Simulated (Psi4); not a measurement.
# UCCSD(T)/def2-SVPD run of AlNH3O (SMILES [NH2][Al][OH])

What is the vertical ionisation energy of AlNH3O at UCCSD(T)/def2-SVPD? 

The calculation is run with Psi4 1.11.

## Step 1: The structure to begin with

AlNH3O has 6 atoms, charge 0, and is taken as a doublet. SMILES: `[NH2][Al][OH]`. Geometry: relaxed at PBE0-D4/def2-TZVP. This is one conformer, not always the lowest.

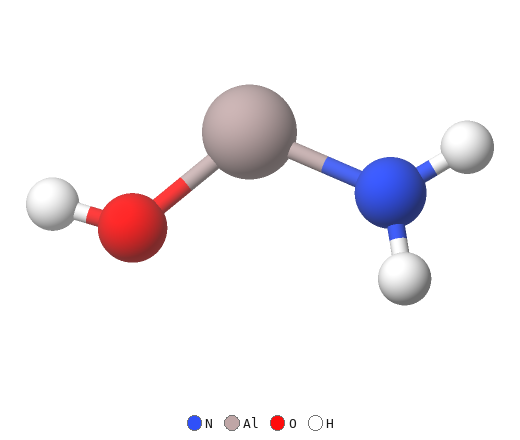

The structure, seen from a chosen angle (nitrogen blue, aluminium light grey, oxygen red, hydrogen white).

## Step 2: The energy at UCCSD(T)/def2-SVPD

File alh3no.in:

```
memory 2.2 GB

molecule {
  0 2
  N     -0.923900     0.240200    -0.760800
  Al     0.595200     0.601300     0.070700
  O      1.194100    -0.618500     1.101200
  H     -1.434300    -0.623600    -0.657200
  H     -1.394700     0.861600    -1.396800
  H      2.005700    -0.525100     1.596800
  units angstrom
  symmetry c1
}

set {
  reference       uhf
  puream          true
  e_convergence   1e-09
  d_convergence   1e-08
  scf_type        pk
  num_frozen_docc 7
  maxiter         100
}

E, wfn = energy('ccsd(t)/def2-SVPD', return_wfn=True)
print_variables()
```

On the command line:

```
$ psi4 -n 1 alh3no.in alh3no.out
```

alh3no.out:

```text
[...]
  Running in c1 symmetry.
[...]
  Nuclear repulsion =   93.731213434316217
[...]
  Multiplicity = 2
[...]
  Nalpha       = 16
  Nbeta        = 15
[...]
    Number of basis functions: 91
[...]
   @UHF iter   1:  -372.66425896884277   -8.96080e-01   7.49238e-03 DIIS/ADIIS
[...]
   @UHF iter  14:  -372.87614078371433   -5.91172e-12   9.96226e-09 DIIS
[...]
   @S^2 Observed:                7.523470492E-01
[...]
    Orbital Energies [Eh]
    ---------------------
    Alpha Occupied:
       1A    -58.461531     2A    -20.537273     3A    -15.530082
       4A     -4.893870     5A     -3.212960     6A     -3.209401
       7A     -3.207856     8A     -1.286159     9A     -1.094852
      10A     -0.684771    11A     -0.640010    12A     -0.579678
      13A     -0.536112    14A     -0.497727    15A     -0.398889
      16A     -0.310407
    Alpha Virtual:
      17A      0.067915    18A      0.073320    19A      0.092408
      20A      0.131275    21A      0.139951    22A      0.155128
      23A      0.169249    24A      0.181258    25A      0.190274
[...]
  @UHF Final Energy:  -372.87614078371433
   => Energetics <=
    Nuclear Repulsion Energy =             93.7312134343162171
    One-Electron Energy =                -703.4690119895033149
    Two-Electron Energy =                 236.8616577714727214
    Total Energy =                       -372.8761407837143338
  UHF NO Occupations:
  HONO-2 :   14  A 1.9995297
  HONO-1 :   15  A 1.9994887
  HONO-0 :   16  A 1.0000000
  LUNO+0 :   17  A 0.0005113
  LUNO+1 :   18  A 0.0004703
[...]
 Multipole Moments:
 ------------------------------------------------------------------------------------
     Multipole            Electronic (a.u.)      Nuclear  (a.u.)        Total (a.u.)
 ------------------------------------------------------------------------------------
 L = 1.  Multiply by 2.5417464519 to convert [e a0] to [Debye]
 Dipole X            :          2.0873396           -1.9880953            0.0992444
 Dipole Y            :          1.4976105           -1.1262401            0.3713704
 Dipole Z            :          0.6259449           -0.7510462           -0.1251013
 Magnitude           :                                                    0.4042471
[...]
      * MP2 total energy                      = -373.309125440197249
[...]
      * CCSD total energy                     = -373.325701957664251
[...]
      * CCSD(T) total energy                     = -373.338971230791060
[...]
```

It took 54 s on 1 thread of Intel Xeon 6975P-C (Granite Rapids), shared host; peak memory 0.72 GiB.

## Step 3: The singlet cation

File input.inp:

```
memory 2.2 GB

molecule system {
  1 1
  N     -0.923900     0.240200    -0.760800
  Al     0.595200     0.601300     0.070700
  O      1.194100    -0.618500     1.101200
  H     -1.434300    -0.623600    -0.657200
  H     -1.394700     0.861600    -1.396800
  H      2.005700    -0.525100     1.596800
  symmetry c1
  no_reorient
  no_com
}

set {
  basis           def2-SVPD
  reference       rhf
  puream          true
  e_convergence   1e-09
  d_convergence   1e-08
  scf_type        pk
  num_frozen_docc 7
}

e_tot, wfn = energy('ccsd(t)', return_wfn=True)
print_variables()
```

On the command line:

```
$ psi4 -i input.inp -o input.out -n 1
```

input.out:

```text
[...]
  Running in c1 symmetry.
[...]
  Nuclear repulsion =   93.731213434316217
[...]
  Multiplicity = 1
[...]
  Nalpha       = 15
  Nbeta        = 15
[...]
    Number of basis functions: 91
[...]
   @RHF iter   1:  -372.38847089719366   -6.20292e-01   7.15698e-03 DIIS/ADIIS
[...]
   @RHF iter  12:  -372.58667509019767   -5.22959e-12   5.17743e-09 DIIS
[...]
    Orbital Energies [Eh]
    ---------------------
    Doubly Occupied:
       1A    -58.784744     2A    -20.774738     3A    -15.751968
       4A     -5.207587     5A     -3.525956     6A     -3.525811
       7A     -3.523070     8A     -1.508528     9A     -1.302873
      10A     -0.907797    11A     -0.846604    12A     -0.787894
      13A     -0.738063    14A     -0.724430    15A     -0.612329
[...]
  @RHF Final Energy:  -372.58667509019767
   => Energetics <=
    Nuclear Repulsion Energy =             93.7312134343162171
    One-Electron Energy =                -695.5909942251273606
    Two-Electron Energy =                 229.2731057006134563
    Total Energy =                       -372.5866750901976729
[...]
 Multipole Moments:
 ------------------------------------------------------------------------------------
     Multipole            Electronic (a.u.)      Nuclear  (a.u.)        Total (a.u.)
 ------------------------------------------------------------------------------------
 L = 1.  Multiply by 2.5417464519 to convert [e a0] to [Debye]
 Dipole X            :        -17.3165640           18.8968833            1.5803193
 Dipole Y            :         -5.8058835            8.0562804            2.2503969
 Dipole Z            :         -7.5925797            7.4566703           -0.1359094
 Magnitude           :                                                    2.7532102
[...]
      * MP2 total energy                      = -373.022213717863565
[...]
      * CCSD total energy                     = -373.035560056205270
[...]
      * CCSD(T) total energy                  = -373.049700098310893
[...]
```

Wall time 16 s (1 thread of Intel Xeon 6975P-C (Granite Rapids), shared host); peak memory 0.69 GiB.

## Step 4: Outcome

Level: UCCSD(T)/def2-SVPD, 7 core orbitals frozen.

| quantity | value |
| --- | --- |
| doublet AlNH3O: total energy | -373.33897 Eh |
| doublet AlNH3O: HOMO energy (Hartree–Fock orbitals) (highest over α and β) | -8.45 eV |
| doublet AlNH3O: LUMO energy (Hartree–Fock orbitals) (lowest over α and β) | 0.62 eV |
| doublet AlNH3O: correlation energy (7 core orbitals frozen) | -462.8 mEh |
| doublet AlNH3O: (T) correction | -13.27 mEh |
| doublet AlNH3O: ⟨S²⟩ of the reference determinant | 0.752 |
| doublet AlNH3O: T1 diagnostic | 0.024 |
| singlet cation: total energy | -373.04970 Eh |
| singlet cation: HOMO energy (Hartree–Fock orbitals) | -16.66 eV |
| singlet cation: LUMO energy (Hartree–Fock orbitals) | -7.29 eV |
| singlet cation: HOMO–LUMO gap (Hartree–Fock orbitals) | 9.38 eV |
| singlet cation: correlation energy (7 core orbitals frozen) | -463.0 mEh |
| singlet cation: (T) correction | -14.14 mEh |
| singlet cation: T1 diagnostic | 0.021 |
| vertical ionisation energy (to the singlet cation) | 7.871 eV |

What this shows: The vertical ionisation energy comes to 7.87 eV (182 kcal/mol). The triples (doublet AlNH3O) make up 2.9 % of the correlation energy. The T1 diagnostic (singlet cation) of 0.021 is above the customary mark for such species, so a single reference may not serve. With no_com the log's rotational constants are taken about the origin, not the centre of mass, so they aren't the molecule's. The triples (singlet cation) make up 3.1 % of the correlation energy.
